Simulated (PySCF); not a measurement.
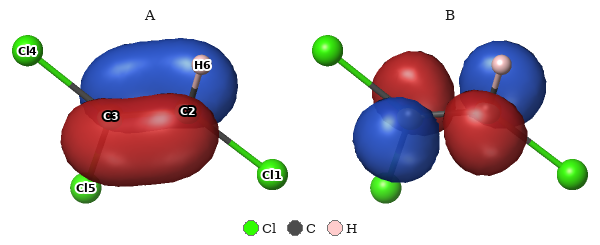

Figure 1: C2HCl3, SMILES `ClC=C(Cl)Cl`. Natural orbitals of the π active space, CASSCF(2,2), singlet state, in order of falling occupation.

Level of theory: cc-pVDZ basis (PySCF), at a geometry from GFN2-xTB. No frequency check shows the geometry to be a minimum. GFN2-xTB bond lengths at metals and heavier atoms can be off by up to 0.1 Å and shapes distorted, which carries into these values.

Cartesian coordinates (Å):

```
Cl1     -2.2332   -0.3465    0.0000
C2      -0.6287   -0.9316    0.0000
C3       0.4259   -0.1204    0.0000
Cl4      2.0221   -0.7529    0.0000
Cl5      0.3135    1.5886    0.0000
H6      -0.5245   -2.0046    0.0000
```

What are the natural occupation numbers?

Answer. A 1.92, B 0.08.

How multiconfigurational is the state?

Answer. The leading determinant weighs 0.96; the effective number of unpaired electrons, Σ n²(2−n)², is 0.05; the most occupied of the weakly occupied orbitals holds 0.08 e, as in an ordinary closed-shell π system. The active space lowers the energy by 0.77 eV against Hartree–Fock.

Where does the lowest triplet lie relative to the singlet, at this geometry and within this active space?

Answer. 4.25 eV above it by strongly contracted NEVPT2 (+4.20 eV by CASSCF); a small basis tends to put such gaps a few tenths of an eV too high. This is a vertical energy for π states alone; a state that uses lone pairs or σ orbitals may lie lower.
